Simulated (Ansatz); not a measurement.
A series of calculations on CH₉AlSi

**1. Relaxation**

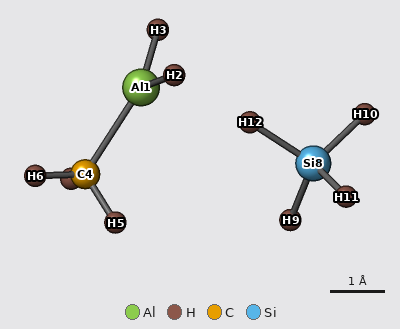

CH$_{9}$AlSi, before the relaxation. The picture is a ball-and-stick view, seen face on.

The run prepares an end point of a later path (reaction) calculation, from a guessed geometry.

All numbers below come from RKS PBE0-D4/6-31G* in Ansatz.

The input:
```yaml
crystal:
  periodic: [false, false, false]
  atoms:
    - { symbol: Al, position_ang: [-0.064508, 0.397156, -0.031648] }
    - { symbol: H, position_ang: [-0.058048, 0.470449, 1.533654] }
    - { symbol: H, position_ang: [1.34318, 0.399403, -0.788714] }
    - { symbol: C, position_ang: [-1.75381, 0.207284, -1.014881] }
    - { symbol: H, position_ang: [-2.335279, -0.642105, -0.632527] }
    - { symbol: H, position_ang: [-2.391849, 1.093146, -0.903073] }
    - { symbol: H, position_ang: [-1.595312, 0.045147, -2.086599] }
    - { symbol: Si, position_ang: [0.197518, -2.862353, 1.254695] }
    - { symbol: H, position_ang: [-0.559892, -3.396085, 0.090575] }
    - { symbol: H, position_ang: [1.612441, -3.309161, 1.18226] }
    - { symbol: H, position_ang: [-0.431598, -3.316935, 2.521913] }
    - { symbol: H, position_ang: [0.143355, -1.379646, 1.250544] }
basis:
  gaussian: { orbitals: "6-31G*" }
hamiltonian:
  xc: pbe0
  dispersion: d4
relax:
  f_tol: 0.03
  max_steps: 50
output:
  orbitals: {}
```

Launched with:
```bash
ansatz run input.yaml --threads 1 --pin off --max-ram 2048MiB --backend cpu --events-out ev --progress --plain --runs-dir out
```

### Predict the outcome.

The energy falls by 27.2 kJ/mol in 20 accepted moves (23 points after the start). The largest force component goes from 0.67 to 0.0083 eV/Å. The line search rejected the trial steps at points 4, 15, 22 of the run. The forces were under the threshold at step 16, but the run went on from there. H7 moves most after the best rigid fit: 1.05 Å. By element the largest moves are H 1.05 Å, Al 0.27 Å, Si 0.24 Å, C 0.19 Å. Some distances before and after: Al1–Si8 3.514 → 3.118 Å, Al1–H12 2.201 → 2.037 Å, Al1–H2 1.567 → 1.599 Å, Si8–H12 1.484 → 1.512 Å. Among the angles between lasting bonds that change: H9–Si8–H10 109.8° → 112.8°, H11–Si8–H12 107.0° → 104.1°. Groups turn about Al1–C4 by about 20°.

Final geometry:

```xyz
12

Al   -0.0831    0.1887    0.1353
H     0.1261    1.0946    1.4363
H     1.2212   -0.4721   -0.5274
C    -1.7924    0.1596   -0.8343
H    -2.6549    0.2109   -0.1594
H    -1.8649    1.0268   -1.5052
H    -1.9019   -0.7336   -1.4607
Si    0.2417   -2.7778    1.0371
H     0.0235   -3.1473   -0.3805
H     1.6766   -2.6773    1.3885
H    -0.4662   -3.7219    1.9417
H    -0.4194   -1.4444    1.3048
```

After the run, drawn alike:

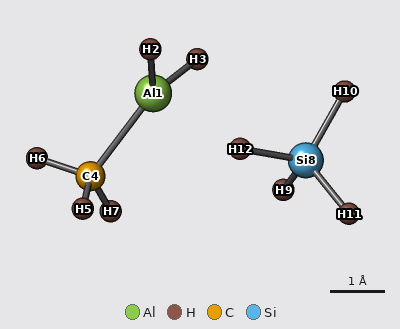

**2. Relaxation**

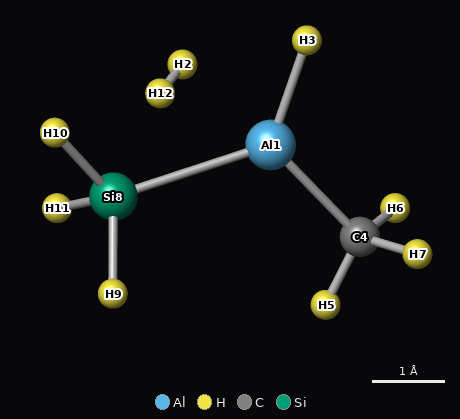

Starting structure of CH₉AlSi. Style: ball-and-stick. Shown at a tilt.

The run prepares an end point of a later path (reaction) calculation, from a guessed geometry.

Theory: Ansatz, RKS PBE0-D4/6-31G*.

Input file:
```yaml
crystal:
  periodic: [false, false, false]
  atoms:
    - { symbol: Al, position_ang: [0.026056, -0.570263, -0.346155] }
    - { symbol: H, position_ang: [-0.013695, 0.265194, 2.284077] }
    - { symbol: H, position_ang: [1.306499, 0.357343, -0.574188] }
    - { symbol: C, position_ang: [-1.732115, 0.001413, -1.006532] }
    - { symbol: H, position_ang: [-2.536788, -0.698472, -0.747449] }
    - { symbol: H, position_ang: [-2.015891, 0.995734, -0.635747] }
    - { symbol: H, position_ang: [-1.710054, 0.07385, -2.104829] }
    - { symbol: Si, position_ang: [0.192927, -2.686007, 0.669955] }
    - { symbol: H, position_ang: [-0.539036, -3.728017, -0.118362] }
    - { symbol: H, position_ang: [1.579571, -3.205807, 0.882279] }
    - { symbol: H, position_ang: [-0.459759, -2.690095, 2.01891] }
    - { symbol: H, position_ang: [0.008486, -0.408573, 2.05424] }
basis:
  gaussian: { orbitals: "6-31G*" }
hamiltonian:
  xc: pbe0
  dispersion: d4
relax:
  f_tol: 0.03
  max_steps: 50
output:
  orbitals: {}
```

Run as
```bash
ansatz run input.yaml --threads 1 --pin off --max-ram 2048MiB --backend cpu --events-out ev --progress --plain --runs-dir out
```

> Where does the relaxation end?

Over 19 accepted moves (22 points after the start) the energy falls by 4.01 kcal/mol. Largest force component: 1.5 eV/Å at the start, 0.0081 eV/Å at the end. The line search rejected the trial steps at points 4, 7, 17 of the run. The forces were under the threshold at step 16, but the run went on from there. The largest moves after the best rigid fit, 0.62 Å, are those of H2 and H5. Largest moves by element: H 0.62 Å, Si 0.23 Å, C 0.18 Å, Al 0.13 Å. Some distances before and after: Al1–H2 2.760 → 2.326 Å, Al1–Si8 2.353 → 2.461 Å, Al1–H12 2.406 → 2.325 Å, H2–H12 0.712 → 0.752 Å. Bond angles that change, for instance: H3–Al1–Si8 121.8° → 119.2°, C4–Al1–Si8 118.1° → 120.2°, Al1–Si8–H10 116.1° → 114.0°. Groups turn about Al1–C4 by about 30°. Cost: 81 s on 1 thread of Arm Neoverse V1, with other jobs on the host, peak memory 0.15 GiB.

Step by step:

```tsv
step	E − E(0), kcal/mol	largest force component, eV/Å	note
0	0.00	1.5000	
1	-2.89	0.3264	
2	-3.23	0.5225	
3	-3.56	0.1129	
4	-3.44	0.4273	rejected
5	-3.69	0.2333	
6	-3.82	0.0636	
7	-3.81	0.0793	rejected
8	-3.88	0.0368	
9	-3.89	0.0808	
10	-3.90	0.0910	
11	-3.91	0.0760	
12	-3.94	0.0379	
13	-3.95	0.0465	
14	-3.95	0.0661	
15	-3.96	0.0349	
16	-3.97	0.0159	
17	-3.97	0.0574	rejected
18	-3.98	0.0237	
19	-3.98	0.0614	
20	-3.99	0.0558	
21	-4.00	0.0254	
22	-4.01	0.0081
```

The structure at the end:

```xyz
12

Al    0.0127   -0.5975   -0.2194
H     0.0227    0.6066    1.7711
H     1.3269    0.2946   -0.4077
C    -1.7288    0.0658   -0.8425
H    -2.5679   -0.3292   -0.2585
H    -1.7870    1.1602   -0.8280
H    -1.8963   -0.2478   -1.8820
Si    0.2334   -2.9014    0.6168
H    -0.1439   -3.8995   -0.4335
H     1.6139   -3.2546    1.0697
H    -0.6761   -3.1647    1.7780
H    -0.3032   -0.0262    2.0122
```

The end point in the same view:

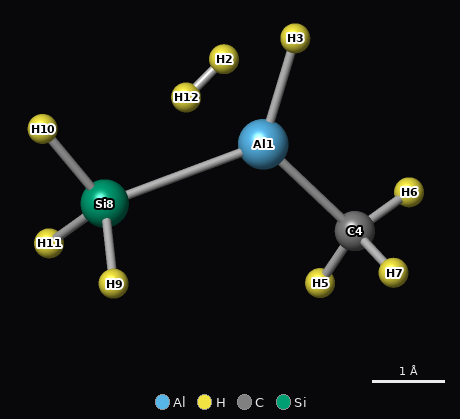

Limits of the set-up: the start holds two separate molecules, 2.3 Å apart at their closest, whose relative position is a soft coordinate.

**3. Path**

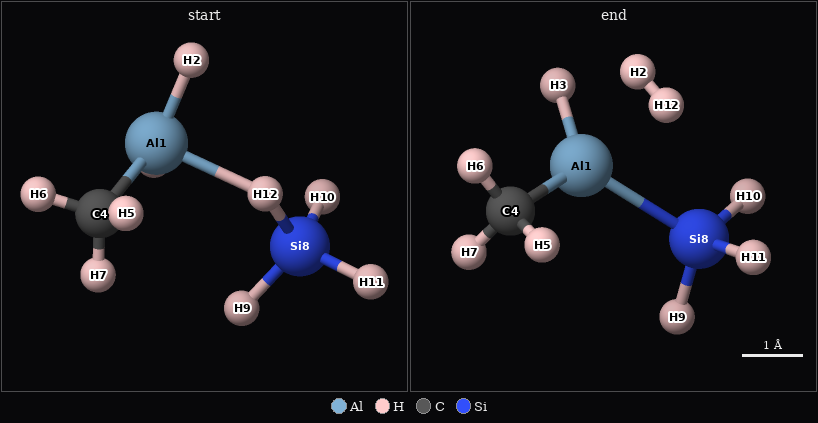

The two relaxed end points of a path for CH$_{9}$AlSi. The picture is a ball-and-stick view, seen at a tilt.

The calculation used RKS PBE0-D4/6-31G* in Ansatz 0.2.0.

Settings: 7 movable images; climbing image; force threshold 0.05 eV/Å; iteration limit 60.

Start:
```xyz
12

Al   -0.1038    0.1956    0.1370
H     0.1135    1.0957    1.4406
H     1.1993   -0.4395   -0.5529
C    -1.8290    0.1455   -0.8031
H    -2.6804    0.1782   -0.1130
H    -1.9271    1.0160   -1.4665
H    -1.9350   -0.7450   -1.4340
Si    0.2842   -2.7714    1.0117
H     0.0474   -3.1347   -0.4045
H     1.7232   -2.6502    1.3390
H    -0.3926   -3.7331    1.9217
H    -0.3935   -1.4508    1.3003
```

End:
```xyz
12

Al   -0.0151   -0.5973   -0.2506
H    -0.0152    0.7008    1.6799
H     1.2552    0.3391   -0.5111
C    -1.7963   -0.0388   -0.8642
H    -2.6051   -0.4400   -0.2430
H    -1.9013    1.0517   -0.9001
H    -1.9718   -0.4089   -1.8836
Si    0.3223   -2.8469    0.6884
H    -0.0336   -3.9095   -0.3045
H     1.7259   -3.1194    1.1256
H    -0.5505   -3.0918    1.8813
H    -0.3084    0.0672    1.9581
```

Question: What barrier does the band find between them, and by what path?

Answer: The highest point, image 5, lies 1.15 eV above the start and 0.95 eV above the end; the end is at +0.19 eV relative to the start. Breaking: Al1–H2 (1.60 → 1.72 at the top → 2.33 Å), Si8–H12 (1.51 → 1.90 at the top → 3.24 Å). Forming: Al1–Si8 (3.12 → 2.63 at the top → 2.46 Å), H2–H12 (2.60 → 1.12 at the top → 0.75 Å). The band converged in 21 iterations. The largest component of the band force went from 6.7 to 0.035 eV/Å. The climbing image converged on the top of the path. Its vibrational analysis gives one imaginary mode (1177i cm⁻¹), as a transition state must have.

Energies of the converged images:

```json
{"image": "0", "path (Å)": "0.00", "E (eV)": "0.000"}
{"image": "1", "path (Å)": "0.52", "E (eV)": "0.003"}
{"image": "2", "path (Å)": "1.05", "E (eV)": "0.012"}
{"image": "3", "path (Å)": "1.57", "E (eV)": "0.072"}
{"image": "4", "path (Å)": "2.09", "E (eV)": "0.466"}
{"image": "5", "path (Å)": "2.61", "E (eV)": "1.148"}
{"image": "6", "path (Å)": "3.31", "E (eV)": "0.396"}
{"image": "7", "path (Å)": "4.01", "E (eV)": "0.197"}
{"image": "8", "path (Å)": "4.70", "E (eV)": "0.194"}
```

The geometry at the top of the path:

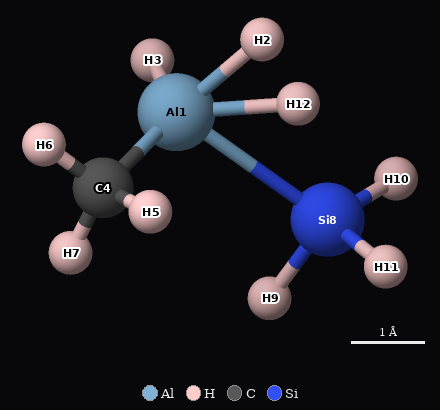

The run took 7.5 min on 1 thread of Arm Neoverse V1, on a shared host, peak memory 0.14 GiB.
